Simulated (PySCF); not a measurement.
# Geometry relaxation, with input and output: BPH6O (part 2 of 2)

The same run, continued: BPH6O; PBE0-D3(BJ)/def2-SVP geometry optimisation, gas phase (PySCF 2.14.0). It belongs to a series of runs on one base structure; here: H on B replaced by OH.

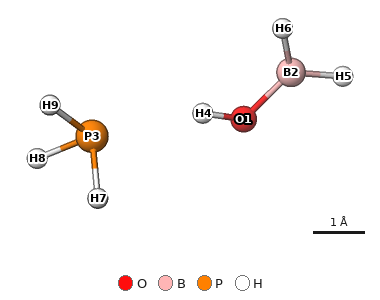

Figure 1. The geometry at step 27 of the log (ball-and-stick view, seen at a tilt; atoms are numbered from 1 in the order of the input).

**Trajectory as extended XYZ, continued**
```
9
Properties=species:S:1:pos:R:3:forces:R:3 step=20 energy=-12098.48754
O    -1.0785   -0.6827   -0.1961   -0.0763   0.0315   0.0662
B    -2.3914   -0.5789    0.0713    0.0511  -0.0110  -0.0526
P     1.9170    0.5817    0.2255    0.0197  -0.0056  -0.0136
H    -0.5063   -0.2914    0.4805    0.0284  -0.0114  -0.0447
H    -3.1499   -1.0158   -0.7642   -0.0116  -0.0179   0.0221
H    -2.7870   -0.0686    1.1001    0.0080   0.0144   0.0004
H     1.9133    1.0165   -1.1320   -0.0053   0.0017   0.0096
H     2.6798   -0.5920   -0.0447    0.0081   0.0011  -0.0056
H     3.0524    1.3652    0.5885   -0.0222  -0.0029   0.0181
9
Properties=species:S:1:pos:R:3:forces:R:3 step=21 energy=-12098.49469
O    -1.0958   -0.6722   -0.2403   -0.0793  -0.0298  -0.0980
B    -2.3957   -0.5661    0.0803    0.1521  -0.0119   0.1039
P     1.9140    0.5360    0.2219   -0.0426  -0.0560  -0.0038
H    -0.4773   -0.2625    0.3829   -0.0391   0.0060   0.0203
H    -3.1921   -1.0488   -0.6907   -0.0097  -0.0035  -0.0218
H    -2.7394   -0.0212    1.1101   -0.0328   0.0359  -0.0081
H     1.9110    1.0240   -1.1159    0.0230   0.0235  -0.0104
H     2.7284   -0.5947   -0.0787    0.0080   0.0139   0.0070
H     2.9987    1.3528    0.6494    0.0205   0.0218   0.0109
9
Properties=species:S:1:pos:R:3:forces:R:3 step=22 energy=-12098.49978
O    -1.1234   -0.6667   -0.3065   -0.0768  -0.1058  -0.1634
B    -2.3972   -0.5597    0.1018    0.1762   0.1420   0.1119
P     1.9098    0.4747    0.2113   -0.0719  -0.0634  -0.0046
H    -0.4573   -0.2329    0.2492   -0.0780  -0.0111   0.0570
H    -3.2481   -1.0786   -0.5825    0.0115  -0.0401  -0.0235
H    -2.6678    0.0491    1.1177   -0.0546  -0.0046   0.0235
H     1.9183    1.0382   -1.0957    0.0501   0.0349  -0.0228
H     2.7977   -0.5898   -0.1191    0.0044   0.0167   0.0151
H     2.9211    1.3295    0.7302    0.0392   0.0313   0.0070
9
Properties=species:S:1:pos:R:3:forces:R:3 step=23 energy=-12098.50468
O    -1.1633   -0.6744   -0.3734    0.0103  -0.0800  -0.1405
B    -2.4011   -0.5363    0.1209    0.1081   0.0082   0.1380
P     1.9083    0.4261    0.1938   -0.0820  -0.0466  -0.0115
H    -0.4528   -0.2390    0.1242   -0.0763  -0.0035   0.0527
H    -3.2927   -1.1008   -0.4701   -0.0257   0.0269  -0.0309
H    -2.6007    0.1130    1.1289   -0.0354   0.0162  -0.0037
H     1.9418    1.0582   -1.0810    0.0643   0.0381  -0.0269
H     2.8616   -0.5758   -0.1479    0.0012   0.0138   0.0155
H     2.8488    1.3031    0.8013    0.0354   0.0268   0.0071
9
Properties=species:S:1:pos:R:3:forces:R:3 step=24 energy=-12098.51470
O    -1.2163   -0.7096   -0.4408    0.0841  -0.0630  -0.0414
B    -2.4028   -0.5244    0.1501   -0.0711  -0.0051   0.0555
P     1.9051    0.3896    0.1603   -0.0432   0.0183  -0.0159
H    -0.4674   -0.2782    0.0014   -0.0146  -0.0035   0.0007
H    -3.3488   -1.0966   -0.3439   -0.0207   0.0453  -0.0029
H    -2.5177    0.1784    1.1359    0.0147  -0.0109   0.0036
H     1.9962    1.0949   -1.0736    0.0580   0.0223  -0.0188
H     2.9235   -0.5507   -0.1673   -0.0042  -0.0004   0.0097
H     2.7696    1.2721    0.8690   -0.0031  -0.0030   0.0095
9
Properties=species:S:1:pos:R:3:forces:R:3 step=25 energy=-12098.51888
O    -1.4297   -0.8686   -0.6048    0.4576   0.0755   0.1464
B    -2.3918   -0.4784    0.2352   -0.5692  -0.0520   0.0365
P     1.9171    0.3066    0.0237   -0.0330   0.1477   0.0338
H    -0.5721   -0.4730   -0.3750    0.0505  -0.0521  -0.1666
H    -3.4742   -1.0056    0.0756    0.0139   0.0960   0.0419
H    -2.2189    0.3616    1.0994    0.1366  -0.0749  -0.0257
H     2.1840    1.2346   -1.0259    0.0306  -0.0294  -0.0145
H     3.1067   -0.4485   -0.1840   -0.0084  -0.0265  -0.0195
H     2.4936    1.1401    1.0325   -0.0785  -0.0843  -0.0321
9
Properties=species:S:1:pos:R:3:forces:R:3 step=26 energy=-12098.53214
O    -1.3298   -0.8385   -0.5291    0.1525   0.0862   0.1375
B    -2.3959   -0.5067    0.2100   -0.3074  -0.0729  -0.0638
P     1.8886    0.3642    0.0598    0.0737   0.1209   0.0064
H    -0.5136   -0.4223   -0.2089    0.1120  -0.0336  -0.0808
H    -3.4468   -1.0250   -0.1044    0.0118   0.0506   0.0366
H    -2.3268    0.2757    1.1391    0.0906  -0.0338  -0.0115
H     2.1518    1.1971   -1.0675    0.0013  -0.0245  -0.0079
H     3.0023   -0.4931   -0.1761   -0.0378  -0.0316  -0.0090
H     2.5995    1.2068    0.9691   -0.0967  -0.0614  -0.0075
9
Properties=species:S:1:pos:R:3:forces:R:3 step=27 energy=-12098.53879
O    -1.2771   -0.8249   -0.4849   -0.0143   0.0044   0.0612
B    -2.3869   -0.5179    0.2012   -0.0791  -0.0004  -0.0515
P     1.8672    0.3973    0.0599    0.0496   0.0535  -0.0078
H    -0.4718   -0.4155   -0.1295    0.0533   0.0022  -0.0271
H    -3.4223   -1.0196   -0.1804    0.0208   0.0140   0.0121
H    -2.3583    0.2363    1.1546    0.0416  -0.0192   0.0123
H     2.1451    1.1863   -1.0940    0.0066  -0.0095  -0.0011
H     2.9359   -0.5172   -0.1688   -0.0232  -0.0137   0.0011
H     2.6169    1.2284    0.9445   -0.0553  -0.0313   0.0009
9
Properties=species:S:1:pos:R:3:forces:R:3 step=28 energy=-12098.54777
O    -1.3054   -0.8696   -0.5035   -0.0303  -0.0227   0.0037
B    -2.3679   -0.5044    0.2282    0.0117   0.0190  -0.0260
P     1.8478    0.3893    0.0013    0.0120   0.0147  -0.0071
H    -0.4675   -0.4729   -0.2134    0.0140   0.0100  -0.0009
H    -3.4400   -0.9774   -0.0797    0.0219   0.0009   0.0003
H    -2.2570    0.2741    1.1556    0.0171  -0.0048   0.0189
H     2.2088    1.2289   -1.0917    0.0051   0.0007   0.0030
H     2.9439   -0.5044   -0.1727   -0.0184  -0.0054   0.0047
H     2.5019    1.1879    0.9839   -0.0330  -0.0124   0.0034
9
Properties=species:S:1:pos:R:3:forces:R:3 step=29 energy=-12098.55429
O    -1.4307   -1.0205   -0.5617    0.0132   0.0301  -0.0233
B    -2.2768   -0.4497    0.3097    0.1617   0.0104   0.0080
P     1.8132    0.3623   -0.1933   -0.1085  -0.0973  -0.0250
H    -0.5189   -0.6860   -0.5064   -0.0813   0.0139   0.0454
H    -3.4339   -0.8040    0.2873    0.0160  -0.0293  -0.0330
H    -1.8820    0.3903    1.0968   -0.0163   0.0185  -0.0029
H     2.3923    1.3789   -1.0047   -0.0028   0.0152   0.0046
H     2.9880   -0.4433   -0.1535   -0.0063   0.0106   0.0069
H     2.0724    1.0195    1.0415    0.0243   0.0278   0.0193
9
Properties=species:S:1:pos:R:3:forces:R:3 step=30 energy=-12098.56011
O    -1.3514   -0.9518   -0.5395   -0.1038  -0.0031  -0.0283
B    -2.3002   -0.4688    0.2762    0.1324  -0.0138  -0.0042
P     1.7998    0.3694   -0.1163   -0.0053  -0.0330  -0.0196
H    -0.4658   -0.5845   -0.3803    0.0059   0.0241   0.0256
H    -3.4282   -0.8802    0.1238    0.0027  -0.0092  -0.0122
H    -2.0257    0.3462    1.1364   -0.0078   0.0213   0.0064
H     2.3133    1.3116   -1.0532   -0.0132   0.0048   0.0042
H     2.9444   -0.4781   -0.1658   -0.0141  -0.0020   0.0096
H     2.2315    1.0899    1.0325    0.0031   0.0110   0.0185
9
Properties=species:S:1:pos:R:3:forces:R:3 step=31 energy=-12098.56192
O    -1.3644   -0.9539   -0.5568   -0.0633  -0.0116  -0.0274
B    -2.2818   -0.4564    0.2845    0.1007   0.0060  -0.0110
P     1.7934    0.3505   -0.1303   -0.0102  -0.0229  -0.0198
H    -0.4714   -0.5919   -0.4282    0.0017   0.0194   0.0251
H    -3.4160   -0.8648    0.1755    0.0013  -0.0078  -0.0068
H    -1.9748    0.3714    1.1213   -0.0071   0.0127   0.0142
H     2.3115    1.3202   -1.0361   -0.0109   0.0017   0.0040
H     2.9562   -0.4724   -0.1626   -0.0151  -0.0047   0.0073
H     2.1776    1.0596    1.0425    0.0029   0.0073   0.0143
9
Properties=species:S:1:pos:R:3:forces:R:3 step=32 energy=-12098.56420
O    -1.3747   -0.9550   -0.5878    0.0149  -0.0305  -0.0306
B    -2.2230   -0.4229    0.3013    0.0260   0.0087  -0.0017
P     1.7616    0.3152   -0.1676   -0.0034  -0.0024   0.0005
H    -0.4684   -0.6086   -0.5172   -0.0034   0.0115   0.0073
H    -3.3672   -0.8176    0.2785   -0.0070   0.0113   0.0048
H    -1.8476    0.4208    1.0938   -0.0075   0.0024   0.0158
H     2.3038    1.3354   -1.0006   -0.0059  -0.0006   0.0018
H     2.9489   -0.4720   -0.1507   -0.0153  -0.0035   0.0001
H     2.0425    0.9895    1.0545    0.0015   0.0031   0.0019
9
Properties=species:S:1:pos:R:3:forces:R:3 step=33 energy=-12098.56480
O    -1.3683   -0.9591   -0.5962    0.0083  -0.0178  -0.0184
B    -2.1936   -0.4124    0.3055   -0.0015   0.0043  -0.0009
P     1.7410    0.3095   -0.1805    0.0024   0.0075   0.0089
H    -0.4591   -0.6166   -0.5422    0.0019   0.0016  -0.0011
H    -3.3431   -0.7929    0.3064   -0.0024   0.0098   0.0066
H    -1.7957    0.4317    1.0875   -0.0005  -0.0033   0.0048
H     2.3003    1.3400   -0.9890   -0.0040  -0.0024   0.0008
H     2.9269   -0.4785   -0.1445   -0.0069  -0.0015  -0.0008
H     1.9915    0.9699    1.0558    0.0027   0.0017   0.0000
9
Properties=species:S:1:pos:R:3:forces:R:3 step=34 energy=-12098.56516
O    -1.3681   -0.9677   -0.6038    0.0052  -0.0021  -0.0047
B    -2.1753   -0.4076    0.3063   -0.0187   0.0003   0.0040
P     1.7282    0.3108   -0.1859   -0.0011   0.0062   0.0104
H    -0.4561   -0.6301   -0.5611    0.0023  -0.0033  -0.0060
H    -3.3297   -0.7732    0.3250    0.0024   0.0046   0.0016
H    -1.7591    0.4349    1.0811    0.0080  -0.0058  -0.0053
H     2.3004    1.3449   -0.9803   -0.0024  -0.0021  -0.0001
H     2.9104   -0.4817   -0.1393    0.0010   0.0009   0.0000
H     1.9635    0.9624    1.0580    0.0033   0.0013   0.0002
```

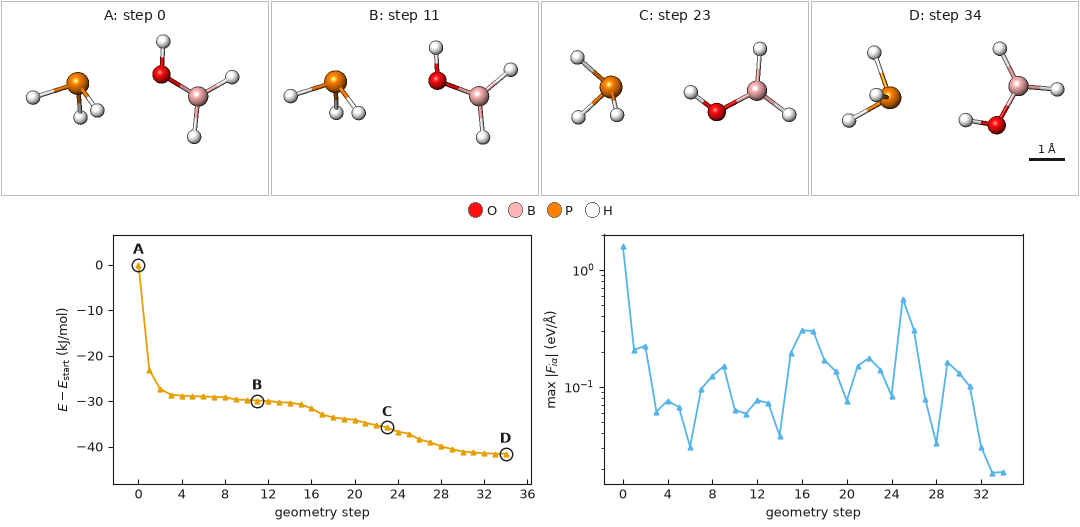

Figure 2. Frames of the relaxation (ball-and-stick view, seen at a tilt) above the curves, on which the letters mark them (steps are counted from 0).

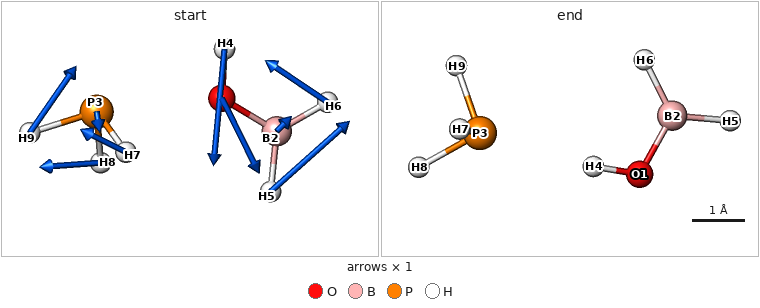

Figure 3. Before (left) and after (right) the relaxation, at one scale (ball-and-stick view, seen at a tilt). The blue arrows give the displacements, at true length. The energy falls by 41.6 kJ/mol in 34 geometry steps. Largest force component: 1.6 eV/Å at the start, 0.019 eV/Å at the end. The atom that moves furthest after the best rigid fit is H4 (2.29 Å). By element the largest moves are H 2.29 Å, O 1.67 Å, B 0.44 Å, P 0.43 Å. Distances before and after: P3–H7 1.369 → 1.424 Å, B2–H6 1.177 → 1.218 Å, B2–H5 1.180 → 1.211 Å, P3–H9 1.406 → 1.424 Å. Among the angles that change: B2–O1–H4 118.8° → 112.9°, H8–P3–H9 91.3° → 95.1°, H7–P3–H9 91.8° → 95.1°. (Atoms are counted from 1 in the order of the input.)

This output came from the following input.

**Input file**
```
{"job": {"xc": "PBE0", "basis": "def2-SVP", "d3": "d3bj", "grid": 1, "shake": 0.01, "kind": "geom"}, "charge": 0, "multiplicity": 1}
O     -0.759120     0.129840     0.470400
B     -1.790600    -0.528000    -0.071710
P      1.744290     0.495000     0.348000
H     -0.909000     0.653870     1.267330
H     -1.545760    -1.126340    -1.059270
H     -2.867000    -0.521680     0.405120
H      1.399420     1.080520    -0.840610
H      1.671590    -0.775590    -0.167560
H      3.113990     0.575230     0.041810
```

The first line tells a small driver script what to run in PySCF; the rest is the geometry in Å.

Launch command:
```bash
OMP_NUM_THREADS=1 python <driver script> task.json out
```

**Results in brief**

```json
{"quantity": "outcome", "value": "converged"}
{"quantity": "total energy", "value": "−444.614072 hartree"}
{"quantity": "dipole moment", "value": "3.61 D"}
{"quantity": "point group", "value": "C1"}
{"quantity": "hardware", "value": "1 CPU thread, shared host"}
{"quantity": "wall time", "value": "88 s"}
{"quantity": "peak memory", "value": "0.32 GiB"}
```
